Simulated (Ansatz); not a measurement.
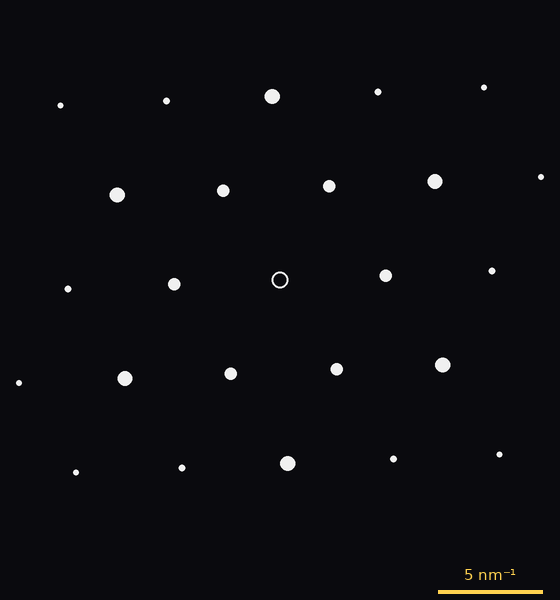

Computed electron diffraction pattern, 200 kV, single scattering only, B = 0.5 Å².

> Describe the geometry of this pattern.

The spots form a hexagonal net with both shortest vectors at d = 1.96 Å, 60.0° apart.

> What is the point symmetry of the pattern, intensities included?

6mm. A zero-layer kinematic pattern is always centrosymmetric (Friedel's law). Such a pattern arises along the three- or sixfold axis of a trigonal, hexagonal or cubic crystal.

> Which crystal and zone produced it?

This cannot be fixed from one zone alone; the pattern is [001] of Be, space group P6_3/mmc (No. 194), a = 2.26 Å, c = 7.17 Å (hexagonal axes). The net vectors are 1 -1 0 and 1 0 0. Structure: the end point of a relaxation with DFT, BLYP, plane waves (420 eV) with PAW, scalar-relativistic (Ansatz); the starting structure was generated, so it need not be a known form of this composition.
